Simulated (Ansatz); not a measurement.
# LaCr: relaxing a made-up structure

Starting from a made-up structure for LaCr, the aim is the relaxed cell, its shortest contacts and, where a second run follows, its electronic structure.

Program: Ansatz 0.2.0. Level of theory: DFT, PBEsol, plane-wave PAW, files of the set soft_1, scalar-relativistic, ferromagnetic start, cell and ions relaxed at zero pressure; PAW set soft_1, in the first sound run; inputs show where later runs differ. Results are calculated unless marked as measured.

**1. Starting point**

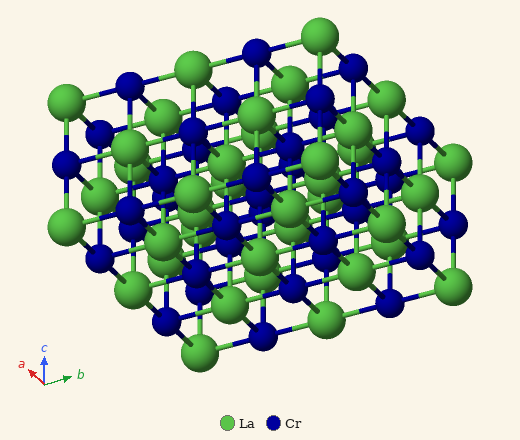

Start, viewed from a free direction; lanthanum green, chromium blue. 2×2×1 cells are drawn. This picture shows the conventional cell, with its axes. Some periodic images of atoms are drawn too.

**2. Relaxation of the guess**

The guess takes its coordinates from another compound and its volume from a rule, so the cell and any free coordinates are relaxed together.

input.yaml reads:

```yaml
crystal:
  lattice:
    - [0.0, 2.8285, 2.8285]
    - [2.8285, 0.0, 2.8285]
    - [2.8285, 2.8285, 0.0]
  atoms:
    - { symbol: La, position: [0.0, 0.0, 0.0] }
    - { symbol: Cr, position: [0.5, 0.5, 0.5], spin: 3.0 }
magnetization:
  spin_polarized: true
kpoints:
  mp_grid: { grid: [8, 8, 8] }
scf:
  occupations: { method: fermi_dirac, width: 0.05 }
hamiltonian:
  xc: pbesol
  pseudopotentials: { kind: paw, azcp: { folder: soft_1 }, xc_functional: pbe }
relax:
  f_tol: 0.015
  max_steps: 70
  cell: {}
output:
  forces: true
  stress: true
```

Run with:

```
> ansatz run input.yaml --threads 4 --pin off --max-ram 8192MiB --backend cpu --events-out ev --progress --plain --runs-dir out
```

Numbers of over 12 decimals in the logs are rounded to 6 here.

What it wrote:

```text
Engine: ansatz 0.2.0, x86_64-unknown-linux-gnu
Pseudopotentials: kind: paw
Pseudopotential: La, paw, valence charge 11, recommended cutoff 420 eV (normal), soft_1/La.paw.azcp
Pseudopotential: Cr, paw, valence charge 14, recommended cutoff 420 eV (normal), soft_1/Cr.paw.azcp
Functional definition: PBEsol
  exchange = pbesol_x
  correlation = pbesol_c
Crystal: 2 atoms, lattice volume = 45.258 Å³
Basis set: ecut = 420 eV, 893 PW (Γ), exchange–correlation on 54×54×54 points (8 copies of the dense FFT grid, shifted against one another)
Bands: 18, of which v1, the nominal top of the filled ones, is band 13 counted from 1 (12 counted from 0)
Symmetry: 48 space group operations
Space group: Fm-3m (ITA 225), of the structure as read, at distance tolerance 3.6e-5 Å
Magnetic group: BNS 225.116 (UNI 1618), of the structure as read, at distance tolerance 3.6e-5 Å
k-points: 29 of 512
Non-local potential: La, projectors of the file, l = 0: 3, l = 1: 2, l = 2: 2, l = 3: 3
Non-local potential: Cr, projectors of the file, l = 0: 3, l = 1: 2, l = 2: 3, l = 3: 1
PAW form: soft (Blöchl's): semilocal exchange-correlation on the pseudo side does not see the compensation charge
PAW frozen core: La, regenerated for the run's functional, and the local potential with it (the file was generated under x = pbe(κ = 0.804, μ = 0.219515), c = pbe(β = 0.066725))
PAW frozen core: Cr, regenerated for the run's functional, and the local potential with it (the file was generated under x = pbe(κ = 0.804, μ = 0.219515), c = pbe(β = 0.066725))
PAW one-centre angular grid: La, 590 points (default); XC on 64 Gauss nodes
PAW one-centre angular grid: Cr, 590 points (default); XC on 64 Gauss nodes
Initial density: superposition of atomic densities (chi_scale 0.1, normalization cell)
Starting moments: Σ|m| = 3 μB on 1 of 2 sites
Initial wavefunctions: pseudopotential atomic-orbital guess
Functional: x = pbesol(κ = 0.804, μ = 0.123457), c = pbesol(β = 0.046)
SCF iter   1: F=—  HF=-9508.715528 eV  |F-HF|=—  |Δ(HF+E_count)|=         —  Δρ=7.12e-2 (↑7.12e-2 ↓5.04e-2)  dr2=7.88e0  dr2_m=7.35e-2  M=3.039 μB ∫|m|=3.091 μB  β_m=0.30  ethr=3.10e-3  ⟨swp⟩=3.4  Hψ=4111  notcnv=0
Mixer restart at iter 1: flushing history
preconditioner: auto → Kerker (q_TF=auto, 2.471 Å⁻¹)  [metal: Δε(μ)=0.013 eV  Ē_g=9.121 eV  σ=0.050 eV  W_gap=0.07  n_scr=14 (ndim 8)  ℏωp=21.4 eV  f_vac=0.000  D(μ)=3.02/eV (n_scr^D=26)]
spin=Collinear: Kerker preconditioning applied to the charge; magnetization (m = ρ↑ − ρ↓) channel mixes plain (no charge-response kernel on spin).
SCF iter   2: F=—  HF=-9508.370856 eV  |F-HF|=—  |Δ(HF+E_count)|=   3.45e-1  Δρ=2.15e-2 (↑1.31e-2 ↓2.15e-2)  dr2=4.81e-1  dr2_m=3.60e-2  M=3.077 μB ∫|m|=3.146 μB  β_m=0.32  ethr=3.10e-3  ⟨swp⟩=3.0  Hψ=2800  notcnv=0  defer=12
SCF iter   3: F=—  HF=-9508.230554 eV  |F-HF|=—  |Δ(HF+E_count)|=   1.40e-1  Δρ=1.46e-2 (↑1.46e-2 ↓1.40e-2)  dr2=1.16e-1  dr2_m=5.04e-2  M=3.136 μB ∫|m|=3.225 μB  β_m=0.66  ethr=1.92e-3  ⟨swp⟩=2.1  Hψ=1608  notcnv=0  defer=11
SCF iter   4: F=—  HF=-9508.340301 eV  |F-HF|=—  |Δ(HF+E_count)|=         —  Δρ=1.81e-2 (↑1.81e-2 ↓6.29e-3)  dr2=8.55e-2  dr2_m=5.88e-2  M=3.359 μB ∫|m|=3.526 μB  β_m=0.66  ethr=4.63e-4  ⟨swp⟩=3.9  Hψ=2189  notcnv=0  defer=12
Mixer restart at iter 4: flushing history
SCF iter   5: F=—  HF=-9508.358275 eV  |F-HF|=—  |Δ(HF+E_count)|=   1.80e-2  Δρ=5.29e-3 (↑3.05e-3 ↓5.29e-3)  dr2=2.10e-2  dr2_m=1.40e-3  M=3.332 μB ∫|m|=3.523 μB  β_m=0.62  ethr=3.42e-4  ⟨swp⟩=3.8  Hψ=2448  notcnv=0  defer=12
SCF iter   6: F=—  HF=-9508.355971 eV  |F-HF|=—  |Δ(HF+E_count)|=   2.30e-3  Δρ=5.46e-3 (↑5.46e-3 ↓1.44e-3)  dr2=9.41e-3  dr2_m=4.78e-3  M=3.350 μB ∫|m|=3.553 μB  β_m=0.67  ethr=8.39e-5  ⟨swp⟩=2.5  Hψ=2498  notcnv=0  defer=9
SCF iter   7: F=—  HF=-9508.356093 eV  |F-HF|=—  |Δ(HF+E_count)|=   1.22e-4  Δρ=1.38e-3 (↑1.38e-3 ↓8.26e-4)  dr2=2.03e-4  dr2_m=4.99e-4  M=3.345 μB ∫|m|=3.561 μB  β_m=0.78  ethr=3.76e-5  ⟨swp⟩=2.1  Hψ=1628  notcnv=0  defer=9
SCF iter   8: F=—  HF=-9508.356074 eV  |F-HF|=—  |Δ(HF+E_count)|=   1.92e-5  Δρ=3.06e-4 (↑1.29e-4 ↓3.06e-4)  dr2=2.13e-5  dr2_m=1.93e-5  M=3.344 μB ∫|m|=3.566 μB  β_m=0.89  ethr=8.10e-7  ⟨swp⟩=2.5  Hψ=1639  notcnv=0  defer=9
SCF iter   9: F=—  HF=-9508.356080 eV  |F-HF|=—  |Δ(HF+E_count)|=   5.76e-6  Δρ=6.65e-5 (↑5.07e-5 ↓6.65e-5)  dr2=5.97e-7  dr2_m=1.37e-6  M=3.344 μB ∫|m|=3.568 μB  β_m=0.95  ethr=8.51e-8  ⟨swp⟩=1.5  Hψ=1317  notcnv=0  defer=9
SCF iter  10: F=—  HF=-9508.356080 eV  |F-HF|=—  |Δ(HF+E_count)|=   7.43e-8  Δρ=8.05e-6 (↑3.10e-6 ↓8.05e-6)  dr2=6.20e-8  dr2_m=6.41e-9  M=3.344 μB ∫|m|=3.568 μB  β_m=0.97  ethr=2.39e-9  ⟨swp⟩=2.1  Hψ=1559  notcnv=0  defer=9
SCF iter  11: F=-9508.356080 eV  HF=-9508.356080 eV  |F-HF|=1.55e-9  |Δ(HF+E_count)|=   2.84e-9  Δρ=1.13e-6 (↑1.13e-6 ↓8.97e-7)  dr2=2.24e-9  dr2_m=1.98e-11  M=3.344 μB ∫|m|=3.568 μB  ethr=2.48e-10  ⟨swp⟩=2.5  Hψ=3355  notcnv=0
SCF 1 converged in 11 iterations: F = -9508.356080 eV  dr2 = 2.24e-9
  greatest PAW one-centre occupation: 1.000 electrons in one spin orbital (limit 2), on the Cr atom at site 1 (counted from 0), in its partial waves of l = 0
relax step   1: F+E_penalty+E_count = -9508.35607972 eV  Δ(F+E_penalty+E_count) = +0.000e0 eV  max|allowed force component| = 8.710e-29 eV/Å  Δτ_max = 0.0000 Å  P = +7.822 GPa  Ω = 45.258 Å³  (11 SCF iters, dr2 threshold 1.00e-7 eV, accepted)
Crystal: 2 atoms, lattice volume = 52.205 Å³
Basis set: ecut = 420 eV, 965 PW (Γ), exchange–correlation on 54×54×54 points (8 copies of the dense FFT grid, shifted against one another)
Initial density: handed on by an earlier stage of this run
Starting moments: Σ|m| = 3 μB on 1 of 2 sites; this step starts from the density that it was given
Initial wavefunctions: those handed on with the density
iter 1 solved again at ethr=7.58e-4 eV; its pass at ethr=3.10e-3 eV (dr2=1.90e-1 eV) is discarded
SCF iter   1: F=—  HF=-9508.617231 eV  |F-HF|=—  |Δ(HF+E_count)|=         —  Δρ=2.41e-2 (↑2.41e-2 ↓9.34e-3)  dr2=1.90e-1  dr2_m=1.25e-1  M=3.682 μB ∫|m|=3.978 μB  β_m=0.30  ethr=7.58e-4  ⟨swp⟩=1.2  Hψ=9592  notcnv=0
preconditioner: auto → Kerker (q_TF=auto, 2.413 Å⁻¹)  [metal: Δε(μ)=0.013 eV  Ē_g=8.829 eV  σ=0.050 eV  W_gap=0.06  n_scr=14 (ndim 8)  ℏωp=19.9 eV  f_vac=0.000  D(μ)=2.36/eV (n_scr^D=14)]
spin=Collinear: Kerker preconditioning applied to the charge; magnetization (m = ρ↑ − ρ↓) channel mixes plain (no charge-response kernel on spin).
[...]
SCF iter   2: F=—  HF=-9508.574984 eV  |F-HF|=—  |Δ(HF+E_count)|=   9.38e-3  Δρ=4.20e-3 (↑4.20e-3 ↓2.40e-3)  dr2=5.91e-3  dr2_m=4.95e-3  M=3.860 μB ∫|m|=4.150 μB  β_m=0.45  ethr=1.00e-4  ⟨swp⟩=2.4  Hψ=1605  notcnv=0
SCF iter   3: F=—  HF=-9508.570709 eV  |F-HF|=—  |Δ(HF+E_count)|=   4.28e-3  Δρ=1.20e-3 (↑7.85e-4 ↓1.20e-3)  dr2=4.22e-4  dr2_m=3.65e-4  M=3.854 μB ∫|m|=4.147 μB  β_m=0.66  ethr=2.36e-5  ⟨swp⟩=2.3  Hψ=1770  notcnv=0
SCF iter   4: F=—  HF=-9508.574616 eV  |F-HF|=—  |Δ(HF+E_count)|=   3.91e-3  Δρ=3.85e-4 (↑2.92e-4 ↓3.85e-4)  dr2=2.90e-4  dr2_m=1.70e-5  M=3.870 μB ∫|m|=4.151 μB  β_m=0.83  ethr=1.69e-6  ⟨swp⟩=2.3  Hψ=2062  notcnv=0
SCF iter   5: F=—  HF=-9508.576053 eV  |F-HF|=—  |Δ(HF+E_count)|=   1.44e-3  Δρ=2.27e-4 (↑2.27e-4 ↓1.95e-4)  dr2=3.42e-5  dr2_m=1.54e-5  M=3.891 μB ∫|m|=4.157 μB  β_m=0.92  ethr=1.16e-6  ⟨swp⟩=2.7  Hψ=1886  notcnv=0
SCF iter   6: F=—  HF=-9508.576083 eV  |F-HF|=—  |Δ(HF+E_count)|=   3.06e-5  Δρ=6.08e-5 (↑6.08e-5 ↓4.75e-5)  dr2=4.43e-6  dr2_m=7.92e-7  M=3.899 μB ∫|m|=4.159 μB  β_m=0.93  ethr=1.37e-7  ⟨swp⟩=2.1  Hψ=1758  notcnv=0
SCF iter   7: F=—  HF=-9508.576088 eV  |F-HF|=—  |Δ(HF+E_count)|=   4.37e-6  Δρ=2.56e-5 (↑2.56e-5 ↓1.78e-5)  dr2=1.22e-6  dr2_m=3.37e-8  M=3.900 μB ∫|m|=4.159 μB  β_m=0.96  ethr=1.77e-8  ⟨swp⟩=2.1  Hψ=1589  notcnv=0
SCF iter   8: F=—  HF=-9508.576089 eV  |F-HF|=—  |Δ(HF+E_count)|=   1.05e-6  Δρ=1.61e-5 (↑1.61e-5 ↓7.53e-6)  dr2=2.94e-7  dr2_m=1.34e-8  M=3.899 μB ∫|m|=4.159 μB  β_m=0.98  ethr=4.88e-9  ⟨swp⟩=2.2  Hψ=1793  notcnv=0
SCF iter   9: F=—  HF=-9508.576089 eV  |F-HF|=—  |Δ(HF+E_count)|=   3.78e-7  Δρ=1.52e-6 (↑1.48e-6 ↓1.52e-6)  dr2=3.84e-9  dr2_m=8.93e-11  M=3.900 μB ∫|m|=4.159 μB  β_m=0.94  ethr=1.17e-9  ⟨swp⟩=2.0  Hψ=1765  notcnv=0
SCF iter  10: F=-9508.576089 eV  HF=-9508.576089 eV  |F-HF|=6.29e-10  |Δ(HF+E_count)|=  7.48e-10  Δρ=8.92e-7 (↑8.92e-7 ↓3.30e-7)  dr2=8.93e-10  dr2_m=8.27e-11  M=3.900 μB ∫|m|=4.159 μB  ethr=1.54e-11  ⟨swp⟩=2.1  Hψ=3449  notcnv=0
SCF 3 converged in 10 iterations: F = -9508.576089 eV  dr2 = 8.93e-10
relax step   3: F+E_penalty+E_count = -9508.57608895 eV  Δ(F+E_penalty+E_count) = -1.881e-2 eV  max|allowed force component| = 4.914e-29 eV/Å  Δτ_max = 0.0000 Å  P = +0.123 GPa  Ω = 55.092 Å³  energy of the carried Pulay correction = -1.015e-3 eV  (10 SCF iters, dr2 threshold 2.00e-7 eV, accepted)
[...]
relax step   4: F+E_penalty+E_count = -9508.57614336 eV  Δ(F+E_penalty+E_count) = -5.441e-5 eV  max|allowed force component| = 7.369e-29 eV/Å  Δτ_max = 0.0000 Å  P = -0.007 GPa  Ω = 55.294 Å³  energy of the carried Pulay correction = -1.034e-3 eV  (7 SCF iters, dr2 threshold 3.80e-8 eV, accepted)
[...]
relax step   5: F+E_penalty+E_count = -9508.58036616 eV  Δ(F+E_penalty+E_count) = -4.223e-3 eV  max|allowed force component| = 3.195e-29 eV/Å  Δτ_max = 0.0000 Å  P = +0.172 GPa  Ω = 55.294 Å³  stress off target by 1.72e-1 GPa  SCF on the basis re-selected at this cell (its energy is not comparable with the rows above)  (10 SCF iters)
[...]
relax step   6: F+E_penalty+E_count = -9508.58049867 eV  Δ(F+E_penalty+E_count) = -1.325e-4 eV  max|allowed force component| = 3.031e-29 eV/Å  Δτ_max = 0.0000 Å  P = +0.013 GPa  Ω = 55.561 Å³  energy of the carried Pulay correction = -2.090e-5 eV  (7 SCF iters, dr2 threshold 7.36e-8 eV, accepted)
iter 1 solved again at ethr=9.37e-9 eV; its pass at ethr=3.10e-3 eV (dr2=2.34e-6 eV) is discarded
SCF iter   1: F=—  HF=-9508.580522 eV  |F-HF|=—  |Δ(HF+E_count)|=         —  Δρ=2.13e-6 (↑1.14e-6 ↓2.13e-6)  dr2=9.63e-10  dr2_m=7.79e-10  M=3.922 μB ∫|m|=4.181 μB  β_m=0.65  ethr=9.37e-9  ⟨swp⟩=4.0  Hψ=8464  notcnv=0
SCF iter   2: F=—  HF=-9508.580522 eV  |F-HF|=—  |Δ(HF+E_count)|=   4.95e-8  Δρ=8.15e-7 (↑7.30e-7 ↓8.15e-7)  dr2=4.20e-10  dr2_m=1.64e-10  M=3.922 μB ∫|m|=4.181 μB  β_m=0.53  ethr=3.85e-12  ⟨swp⟩=2.7  Hψ=2097  notcnv=0
SCF iter   3: F=—  HF=-9508.580522 eV  |F-HF|=—  |Δ(HF+E_count)|=   1.65e-9  Δρ=7.69e-7 (↑7.69e-7 ↓5.12e-7)  dr2=3.58e-10  dr2_m=1.27e-10  M=3.922 μB ∫|m|=4.181 μB  β_m=0.46  ethr=1.68e-12  ⟨swp⟩=2.0  Hψ=1804  notcnv=0
SCF iter   4: F=—  HF=-9508.580522 eV  |F-HF|=—  |Δ(HF+E_count)|=  1.11e-10  Δρ=2.61e-7 (↑2.61e-7 ↓2.36e-7)  dr2=3.49e-11  dr2_m=2.62e-11  M=3.922 μB ∫|m|=4.181 μB  β_m=0.67  ethr=1.43e-12  ⟨swp⟩=2.3  Hψ=1461  notcnv=0
SCF iter   5: F=—  HF=-9508.580522 eV  |F-HF|=—  |Δ(HF+E_count)|=  3.71e-10  Δρ=1.21e-7 (↑1.21e-7 ↓1.18e-7)  dr2=7.86e-12  dr2_m=5.93e-12  M=3.922 μB ∫|m|=4.181 μB  β_m=0.68  ethr=1.00e-12  ⟨swp⟩=2.0  Hψ=1283  notcnv=0
SCF iter   6: F=—  HF=-9508.580522 eV  |F-HF|=—  |Δ(HF+E_count)|=  6.00e-11  Δρ=4.59e-8 (↑4.59e-8 ↓4.59e-8)  dr2=1.51e-12  dr2_m=7.16e-13  M=3.922 μB ∫|m|=4.181 μB  β_m=0.84  ethr=1.00e-12  ⟨swp⟩=1.5  Hψ=1094  notcnv=0
SCF iter   7: F=-9508.580522 eV  HF=-9508.580522 eV  |F-HF|=0.00e0  |Δ(HF+E_count)|=  1.09e-11  Δρ=2.52e-8 (↑2.52e-8 ↓1.30e-8)  dr2=8.16e-13  dr2_m=3.13e-14  M=3.922 μB ∫|m|=4.181 μB  ethr=1.00e-12  ⟨swp⟩=4.0  Hψ=4433  notcnv=0
SCF 7 converged in 7 iterations: F = -9508.580522 eV  dr2 = 8.16e-13
relax step   7: F+E_penalty+E_count = -9508.58052210 eV  Δ(F+E_penalty+E_count) = -2.344e-5 eV  max|allowed force component| = 4.464e-29 eV/Å  Δτ_max = 0.0000 Å  P = +0.012 GPa  Ω = 55.561 Å³  stress off target by 1.17e-2 GPa  SCF on the basis re-selected at this cell (its energy is not comparable with the rows above)  (7 SCF iters)
basis re-selected at this cell: Δ(F+E_penalty+E_count) = -2.344e-5 eV, ΔP = -0.001 GPa vs the last step (what re-selecting the basis moved, of the pressure what is left beyond the Pulay correction that the steps carried, after the strain that the cell walked since its last selection, with what the two solves' SCF thresholds leave and, on support functions, any second-order correction that the steps lacked; it is no m [...]
SCF converged after 7 iterations
Magnetization: 3.9223 μB (14.4612 up, 10.5388 down)
Absolute magnetization: 4.1828 μB (∫|ρ↑−ρ↓|, with the PAW one-centre terms)
Spin contamination: 0.2082 ħ² per cell (⟨S²⟩ above its minimum at these occupations)
Per-site moments (μB) at R_I (Å): [(0.071241, 1.249310), (3.649541, 1.249310)]
Free energy (F): -9508.580522 eV
Harris-Foulkes:  -9508.580522 eV  (|F-HF|=0.00e0)
Internal energy: -9508.561897 eV  (E = F + TS)
E sigma→0 (E₀):  -9508.571210 eV
Entropy (-TS):   -0.018625 eV (-9.312 meV/atom)
Fermi energy:    10.784323 eV
--- Per-component energies (eV) ---
  E_band       = -298.879849
  E_kinetic    = 487.786447
  E_local      = -2177.089730  (includes V_loc(G=0)·N_el)
  E_nonlocal   = 141.733827
  E_hartree    = 945.786102
  E_xc         = -253.677506
  E_vxc        = -287.452208  (∫ρ·V_xc dr)
  E_paw        = -6526.930432  (= ΣΔE_a)
  E_vpaw       = -355.431187  (= ΣTr[D̂ρ^β])
  E_aug_tail   = 0.000848  (compensation charges beyond the density's cutoff)
  E_ewald      = -2126.500488
  E_core_change = 0.329036  (= ΣΔE_core)
  E_smearing   = -0.018625  (= −TS)
  E_closure    = 0.000000  (closes the sum)
  Σ components = -9508.580522   (vs F -9508.580522, Δ=0.00e0)
--- Forces (eV/Å), atoms counted from 1 ---
  atom   1  La    -0.00000000     0.00000000    -0.00000000
  atom   2  Cr     0.00000000    -0.00000000     0.00000000
  max |Σ_I F_I| component: 8.74e-29 eV/Å
--- Stress (GPa, compression-positive) ---
        0.011740       0.000000      -0.000000
        0.000000       0.011740       0.000000
        0.000000       0.000000       0.011740
  P = ⅓ Tr σ = 0.0117 GPa (0.117 kbar)
--- Relaxed structure (5 steps of the walk, 5 accepted, 2 SCFs on fresh bases) ---
  F+E_penalty+E_count = -9508.58052210 eV   max|allowed force component| = 4.464e-29 eV/Å   (the final SCF, on the basis selected at the relaxed cell)
  cell:  # Å, volume = 55.5608 Å³
    - [0, 3.028629, 3.028629]
    - [3.028629, 0, 3.028629]
    - [3.028629, 3.028629, 0]
  atoms:
    - { symbol: La, position: [0, 0, 0] }
    - { symbol: Cr, position: [0.5, 0.5, 0.5] }
```

Elapsed: 9.2 s, on 4 threads of Intel Xeon Platinum 8375C at 2.90GHz (Ice Lake), shared host; peak memory 0.45 GiB; 30 s of CPU time.

Step by step:

```csv
step,energy less that of the first step (eV),largest force component (eV/Å),pressure (GPa),volume (Å³)
1,0.0000,0.0000,7.82,45.26
2,-0.2012,0.0000,1.99,52.21
3,-0.2200,0.0000,0.12,55.09
4,-0.2201,0.0000,-0.01,55.29
5*,-0.2243,0.0000,0.17,55.29
6,-0.2244,0.0000,0.01,55.56
7*,-0.2244,0.0000,0.01,55.56
```

Relaxation steps marked * repeat the geometry before them on a plane-wave basis chosen anew for their cell, so energy and pressure can jump there.

The run keeps the 48 symmetry operations that it works with, so distortions that break them were not tested.

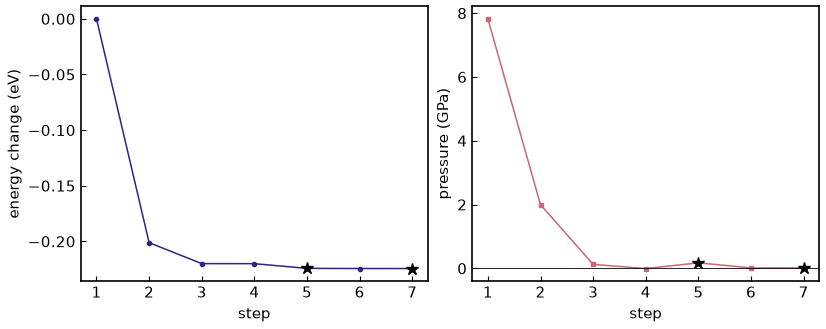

Energy and pressure along the relaxation. Stars mark steps on a basis chosen anew.

```csv
"conventional cell, symmetrised",before,after,change
a (Å),5.657,6.057,+7.1 %
b (Å),5.657,6.057,+7.1 %
c (Å),5.657,6.057,+7.1 %
volume (Å³/atom),22.63,27.78,+22.8 %
```

Final coordinates:

```xyz
2
Lattice="0.0000 3.0286 3.0286 3.0286 0.0000 3.0286 3.0286 3.0286 0.0000" Properties=species:S:1:pos:R:3 pbc="T T T"
La    0.0000    0.0000    0.0000
Cr    3.0286    3.0286    3.0286
```

Numbers from this step:

```
free energy             : -9508.5805 eV
energy at zero smearing : -9508.5712 eV
smearing term TS        : 0.01862 eV
Fermi energy            : 10.78 eV
magnetization           : 3.922 μB
absolute magnetization  : 4.183 μB
site moments            : 0.07124, 3.650 μB
electrons               : 25
symmetry operations     : 48
pressure                : 0.01174 GPa
```

Site moment by atom:

```csv
atom,site moment (μB)
La1,0.07
Cr2,3.65
```

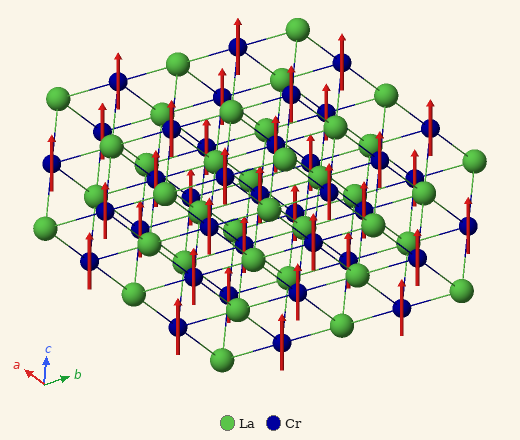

Site moment as arrows, the longest 3.65 μB. Up and down stand for the sign. Arrows give size and sign along the axis of quantisation, drawn up and down the page. 2×2×1 conventional cells are drawn. Some periodic images of atoms are drawn too.

Shortest distances by pair of elements, guess and relaxed (not always the same contact):

```csv
pair,guess (Å),relaxed (Å)
Cr–La,2.829,3.029
La–La,4.000,4.283
Cr–Cr,4.000,4.283
```

The relaxation ends with a pressure of 0.01 GPa.

(Continued in part 2 of 2.)

[Logs are printed without paths, hosts, clocks, repeated set-up lines and the standing remarks that a program may print on its own settings, such as how far it seeks lower states.]

[Hosts, paths, dates, database ids (printed as entryN), source tags and the programs' standing remarks are cut or masked in the printed files.]
